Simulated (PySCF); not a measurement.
Vertical excitations of a molecule C4H5Si, multiplicity 2 from TDA-PBE/def2-SVPD (PySCF), as energy in eV (oscillator strength): 1.98 (0.001), 2.74 (0.000), 3.28 (0.001), 3.98 (0.000), 4.18 (0.000), 4.50 (0.022), 4.68 (0.040), 4.79 (0.002), 4.99 (0.000), 5.41 (0.000). The structure is a stationary point at PBE0-D3(BJ)/def2-SVP. The values are those of a single conformer.

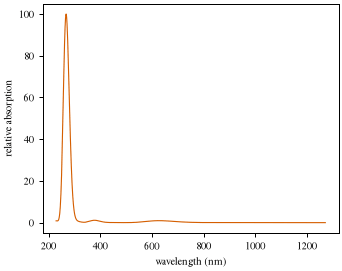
*The lines broadened by 0.4 eV.*

Problem. Which molecule gave these data?
A. [C]1=CC=C[SiH2]1
B. C1=C[SiH]C=C1
C. [C]1=C[SiH2]C=C1

Solution. A, [C]1=CC=C[SiH2]1
